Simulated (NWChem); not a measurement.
# One shape, several levels: Si2NH6F (SMILES F[SiH2]N[SiH3])

We compute a comparison of 5 runs (HF/STO-3G, HF/3-21G, B3LYP/6-31G*, BLYP/6-31G*) of Si2NH6F. 

Program for the calculation: NWChem 7.3.0.

## Step 1: The structure to begin with

Si2NH6F has 10 atoms, charge 0, and is taken as a singlet. SMILES: `F[SiH2]N[SiH3]`. The shape is that of a PBE0-D4/def2-TZVP optimisation. This is one conformer, not always the lowest.

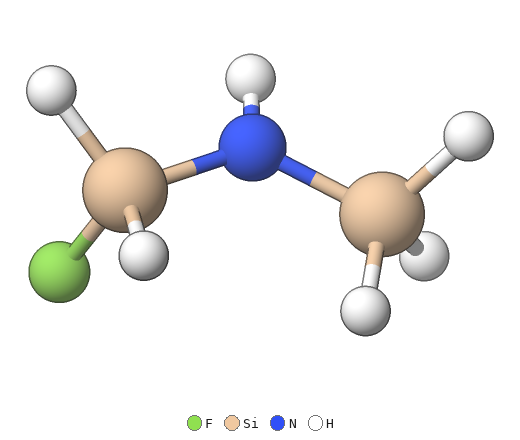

Viewed from a chosen angle; fluorine green, silicon light orange, nitrogen blue, hydrogen white.

## Step 2: Energy and gradient at HF/STO-3G (run 1)

fh6nsi2.nw

```
start fh6nsi2
title "FH6NSi2"
memory total 2200 mb

geometry units angstroms noautosym nocenter noautoz
  F    -1.561500    0.994300   -1.776700
  Si   -0.375000    1.301800   -0.745900
  N     0.514800   -0.094800   -0.335900
  Si    0.194800   -1.236100    0.928700
  H     0.517200    2.267200   -1.426700
  H    -1.010100    1.839400    0.475900
  H     1.264300   -0.336200   -0.970000
  H     1.391500   -1.422100    1.791600
  H    -0.186300   -2.569800    0.392000
  H    -0.924400   -0.683300    1.730300
end

basis spherical bse
  F library STO-3G
  Si library STO-3G
  N library STO-3G
  H library STO-3G
end

scf
  thresh 1e-08
  maxiter 80
  noprint "final vectors analysis"
end

task scf gradient
```

Command:

```console
$ nwchem fh6nsi2.nw > fh6nsi2.out
```

Standard output:

```text
[...]
  functions       =    34
[...]
  wavefunction    = RHF
[...]
         Total SCF energy =   -726.530392592063
      One-electron energy =  -1466.561782149857
      Two-electron energy =    512.484149367907
 Nuclear repulsion energy =    227.547240189887
        Time for solution =      1.4s
[...]
                         RHF ENERGY GRADIENTS
    atom               coordinates                        gradient
                 x          y          z           x          y          z
   1 F      -2.950807   1.878955  -3.357476    0.007614   0.005424   0.006748
   2 Si     -0.708647   2.460045  -1.409547   -0.012192  -0.030887  -0.013485
   3 N       0.972831  -0.179146  -0.634759    0.006639   0.002806  -0.006024
   4 Si      0.368119  -2.335890   1.754989    0.003769   0.015561  -0.018222
   5 H       0.977366   4.284387  -2.696072    0.017063   0.016773  -0.016576
   6 H      -1.908812   3.475962   0.899321   -0.014734   0.007811   0.023428
   7 H       2.389181  -0.635326  -1.833034   -0.002362   0.001835   0.001162
   8 H       2.629554  -2.687379   3.385633    0.026120  -0.004011   0.018242
   9 H      -0.352056  -4.856218   0.740773   -0.007689  -0.028871  -0.011491
  10 H      -1.746863  -1.291250   3.269793   -0.024227   0.013560   0.016217
[...]
```

It took 2.4 s on 1 thread of Intel Xeon 6975P-C (Granite Rapids), shared host; peak memory 0.094 GiB.

## Step 3: Energy and gradient at HF/3-21G (run 2)

run.py

```python
from ase import Atoms
from ase.calculators.nwchem import NWChem

molecule = Atoms(['F', 'Si', 'N', 'Si', 'H', 'H', 'H', 'H', 'H', 'H'], positions=[
    [-1.561500, 0.994300, -1.776700],
    [-0.375000, 1.301800, -0.745900],
    [0.514800, -0.094800, -0.335900],
    [0.194800, -1.236100, 0.928700],
    [0.517200, 2.267200, -1.426700],
    [-1.010100, 1.839400, 0.475900],
    [1.264300, -0.336200, -0.970000],
    [1.391500, -1.422100, 1.791600],
    [-0.186300, -2.569800, 0.392000],
    [-0.924400, -0.683300, 1.730300],
])

calc = NWChem(
    label='a',
    theory='scf',
    memory='2200 mb',
    basis='3-21G',
    basispar='spherical bse',
    scf={'nopen': '0', 'rhf': None, 'thresh': '1e-08', 'maxiter': '80'},
)
molecule.calc = calc

forces = molecule.get_forces()
print("Total energy (eV):", round(molecule.get_potential_energy(), 6))
print("forces (eV/A):")
for s, f in zip(molecule.symbols, forces):
    print(f"{s:2s} {f[0]:10.5f} {f[1]:10.5f} {f[2]:10.5f}")
print("dipole (e A):", molecule.get_dipole_moment().round(4))
```

Command:

```console
$ export ASE_NWCHEM_COMMAND="nwchem PREFIX.nwi > PREFIX.nwo"
$ python run.py
```

Standard output:

```text
Total energy (eV): -19903.276433
forces (eV/A):
F    -1.01260   -0.27223   -0.90801
Si    0.52749    1.05117    0.58436
N     0.51150   -0.15895   -0.59439
Si    0.05631   -0.52481    0.49761
H    -0.02293   -0.02576    0.10470
H     0.12583   -0.01630   -0.05975
H    -0.08659    0.07045    0.17262
H    -0.03070   -0.02792    0.07883
H    -0.05461   -0.03384    0.06135
H    -0.01363   -0.06181    0.06273
dipole (e A): [ 0.4068 -0.0529  0.1335]
```

The calculator wrote a.nwi:

```
title "a"

permanent_dir a

scratch_dir a

start a

geometry units angstrom nocenter noautosym noautoz
  F  -1.5615000000000001e+00 9.9429999999999996e-01 -1.7766999999999999e+00
  Si -3.7500000000000000e-01 1.3018000000000001e+00 -7.4590000000000001e-01
  N  5.1480000000000004e-01 -9.4799999999999995e-02 -3.3589999999999998e-01
  Si 1.9480000000000000e-01 -1.2361000000000000e+00 9.2869999999999997e-01
  H  5.1719999999999999e-01 2.2671999999999999e+00 -1.4267000000000001e+00
  H  -1.0101000000000000e+00 1.8393999999999999e+00 4.7589999999999999e-01
  H  1.2643000000000000e+00 -3.3620000000000000e-01 -9.6999999999999997e-01
  H  1.3915000000000000e+00 -1.4220999999999999e+00 1.7916000000000001e+00
  H  -1.8629999999999999e-01 -2.5697999999999999e+00 3.9200000000000002e-01
  H  -9.2440000000000000e-01 -6.8330000000000002e-01 1.7302999999999999e+00
end

memory 2200 mb

basis spherical bse noprint
   * library 3-21G
end

scf
  nopen 0
  rhf
  thresh 1e-08
  maxiter 80
end

task scf gradient
```

a.nwo:

```text
Northwest Computational Chemistry Package (NWChem) 7.3.0
             --------------------------------------------------------

           Job information
           ---------------

    nwchem branch   = 7.3.0
    use scalapack   = T
    input           = a.nwi
    prefix          = a.
    data base       = a/a.db
    status          = startup
    nproc           =        1

           Memory information
           ------------------

    heap     =     72089598 doubles =      550.0 Mbytes
    stack    =     72089595 doubles =      550.0 Mbytes
    global   =    144179200 doubles =     1100.0 Mbytes (distinct from heap & stack)
    total    =    288358393 doubles =     2200.0 Mbytes
    verify   = yes
    hardfail = no

[... 139 lines left out ...]
 Convergence threshold     :          1.000E-08
[... 12 lines left out ...]
       Final RHF  results
[... 3 lines left out ...]
      One-electron energy =  -1467.621635006298
[... 1 line left out ...]
 Nuclear repulsion energy =    227.547240189886
[... 43 lines left out ...]
                       ROHF Final Molecular Orbital Analysis
[... 245 lines left out ...]
                         RHF ENERGY GRADIENTS

    atom               coordinates                        gradient
                 x          y          z           x          y          z
   1 F      -2.950807   1.878955  -3.357476    0.019692   0.005294   0.017658
   2 Si     -0.708647   2.460045  -1.409547   -0.010258  -0.020442  -0.011364
   3 N       0.972831  -0.179146  -0.634759   -0.009947   0.003091   0.011559
[... 6 lines of this table left out ...]
  10 H      -1.746863  -1.291250   3.269793    0.000265   0.001202  -0.001220

                 ----------------------------------------
                 |  Time  |  1-e(secs)   |  2-e(secs)   |
                 ----------------------------------------
                 |  CPU   |       0.00   |       0.38   |
                 ----------------------------------------
                 |  WALL  |       0.00   |       0.38   |
                 ----------------------------------------

 Task  times  cpu:        2.2s     wall:        2.2s
 Total times  cpu:        2.2s     wall:        2.2s
```

Wall time 3.6 s (1 thread of Intel Xeon 6975P-C (Granite Rapids), shared host); peak memory 0.096 GiB.

Runs 3 to 4 aren't shown in full; the table further down has their settings and results.

## Step 4: Energy and gradient at B3LYP/6-31G(d) (Cartesian functions) (run 5)

run.py

```python
from ase import Atoms
from ase.calculators.nwchem import NWChem

system = Atoms(['F', 'Si', 'N', 'Si', 'H', 'H', 'H', 'H', 'H', 'H'], positions=[
    [-1.561500, 0.994300, -1.776700],
    [-0.375000, 1.301800, -0.745900],
    [0.514800, -0.094800, -0.335900],
    [0.194800, -1.236100, 0.928700],
    [0.517200, 2.267200, -1.426700],
    [-1.010100, 1.839400, 0.475900],
    [1.264300, -0.336200, -0.970000],
    [1.391500, -1.422100, 1.791600],
    [-0.186300, -2.569800, 0.392000],
    [-0.924400, -0.683300, 1.730300],
])

calc = NWChem(
    label='run',
    theory='dft',
    memory='2200 mb',
    basis='6-31G*',
    dft={'xc': 'b3lyp', 'mult': '1', 'grid': 'xfine', 'convergence': 'energy 1e-08', 'iterations': '100', 'mulliken': None},
)
system.calc = calc

forces = system.get_forces()
print("Total energy (eV):", round(system.get_potential_energy(), 6))
print("forces (eV/A):")
for s, f in zip(system.symbols, forces):
    print(f"{s:2s} {f[0]:10.5f} {f[1]:10.5f} {f[2]:10.5f}")
print("dipole (e A):", system.get_dipole_moment().round(4))
```

Command:

```console
$ export ASE_NWCHEM_COMMAND="nwchem PREFIX.nwi > PREFIX.nwo"
$ python run.py
```

Standard output:

```text
Total energy (eV): -20062.652153
forces (eV/A):
F    -0.43549   -0.09431   -0.39430
Si    0.00123    0.43159    0.12974
N     0.17396    0.00067    0.00535
Si   -0.06330   -0.24055    0.26534
H     0.08233    0.03168    0.01553
H     0.05209    0.01522    0.06371
H     0.19252   -0.05019   -0.16429
H     0.01172   -0.02715    0.03764
H    -0.01342   -0.04551    0.02386
H    -0.00154   -0.02139    0.01748
dipole (e A): [ 0.3454 -0.0764  0.0668]
```

The calculator wrote run.nwi:

```
title "run"

permanent_dir run

scratch_dir run

start run

geometry units angstrom nocenter noautosym noautoz
  F  -1.5615000000000001e+00 9.9429999999999996e-01 -1.7766999999999999e+00
  Si -3.7500000000000000e-01 1.3018000000000001e+00 -7.4590000000000001e-01
  N  5.1480000000000004e-01 -9.4799999999999995e-02 -3.3589999999999998e-01
  Si 1.9480000000000000e-01 -1.2361000000000000e+00 9.2869999999999997e-01
  H  5.1719999999999999e-01 2.2671999999999999e+00 -1.4267000000000001e+00
  H  -1.0101000000000000e+00 1.8393999999999999e+00 4.7589999999999999e-01
  H  1.2643000000000000e+00 -3.3620000000000000e-01 -9.6999999999999997e-01
  H  1.3915000000000000e+00 -1.4220999999999999e+00 1.7916000000000001e+00
  H  -1.8629999999999999e-01 -2.5697999999999999e+00 3.9200000000000002e-01
  H  -9.2440000000000000e-01 -6.8330000000000002e-01 1.7302999999999999e+00
end

memory 2200 mb

basis noprint
   * library 6-31G*
end

dft
  xc b3lyp
  mult 1
  grid xfine
  convergence energy 1e-08
  iterations 100
  mulliken
end

task dft gradient
```

run.nwo:

```text
Northwest Computational Chemistry Package (NWChem) 7.3.0
             --------------------------------------------------------

           Job information
           ---------------

    nwchem branch   = 7.3.0
    use scalapack   = T
    input           = run.nwi
    prefix          = run.
    data base       = run/run.db
    status          = startup
    nproc           =        1

           Memory information
           ------------------

    heap     =     72089598 doubles =      550.0 Mbytes
    stack    =     72089595 doubles =      550.0 Mbytes
    global   =    144179200 doubles =     1100.0 Mbytes (distinct from heap & stack)
    total    =    288358393 doubles =     2200.0 Mbytes
    verify   = yes
    hardfail = no

[... 110 lines left out ...]
  convergence criterion.
[... 41 lines left out ...]
          Spatial weights used:  Erf1
[... 74 lines left out ...]
         Total DFT energy =     -737.288873657246
[... 3 lines left out ...]
 Nuclear repulsion energy =      227.547240189886
[... 628 lines left out ...]
          Convergence on gradient requested:  5.00D-04
[... 28 lines left out ...]
          total energy or number of iterations.
[... 26 lines left out ...]
                         DFT ENERGY GRADIENTS

    atom               coordinates                        gradient
                 x          y          z           x          y          z
   1 F      -2.950807   1.878955  -3.357476    0.008469   0.001834   0.007668
   2 Si     -0.708647   2.460045  -1.409547   -0.000024  -0.008393  -0.002523
   3 N       0.972831  -0.179146  -0.634759   -0.003383  -0.000013  -0.000104
[... 6 lines of this table left out ...]
  10 H      -1.746863  -1.291250   3.269793    0.000030   0.000416  -0.000340

                 ----------------------------------------
                 |  Time  |  1-e(secs)   |  2-e(secs)   |
                 ----------------------------------------
                 |  CPU   |       0.00   |       2.53   |
                 ----------------------------------------
                 |  WALL  |       0.00   |       2.53   |
                 ----------------------------------------

 Task  times  cpu:       30.1s     wall:       30.1s
 Total times  cpu:       30.2s     wall:       30.2s
```

Run time: 32 s. Hardware: 1 thread of Intel Xeon 6975P-C (Granite Rapids), shared host; peak memory 0.15 GiB.

## Step 5: All runs side by side

| run | level | iteration cap | module | energy (Eh) | dipole moment (D) | largest force (eV/Å) | wall time |
| --- | --- | --- | --- | --- | --- | --- | --- |
| 1 | HF/STO-3G | 80 | scf | -726.530393 | 1.14 | 1.843 | 2.4 s |
| 2 | HF/3-21G | 80 | scf | -731.431924 | 2.07 | 1.387 | 3.6 s |
| 3 | B3LYP/6-31G* (spherical functions) | 100 | dft | -737.283054 | 1.72 | 0.651 | 31 s |
| 4 | BLYP/6-31G* (spherical functions) | 100 | dft | -737.183290 | 1.65 | 1.159 | 32 s |
| 5 | B3LYP/6-31G* (Cartesian functions) | 100 | dft | -737.288874 | 1.73 | 0.595 | 32 s |

## Step 6: Outcome

```
                       quantity          value
            run 5: total energy  -737.28887 Eh
           run 5: dipole moment         1.73 D
             run 5: HOMO energy       -7.62 eV
             run 5: LUMO energy        0.33 eV
           run 5: HOMO–LUMO gap        7.94 eV
run 5: largest force on an atom     0.595 eV/Å
```

In words: The dipole moment (its size) runs from 1.14 D (HF/STO-3G) to 2.07 D (HF/3-21G). Over runs 2, 3, 5 the HOMO–LUMO gap runs from 7.94 eV (B3LYP/6-31G*) to 15.47 eV (HF/3-21G). The two ends differ in method and basis. Totals of different functionals can't be ranked against each other. In run 1 the basis is minimal, so the values are rough. All runs together took 1.7 min, the longest 32 s.
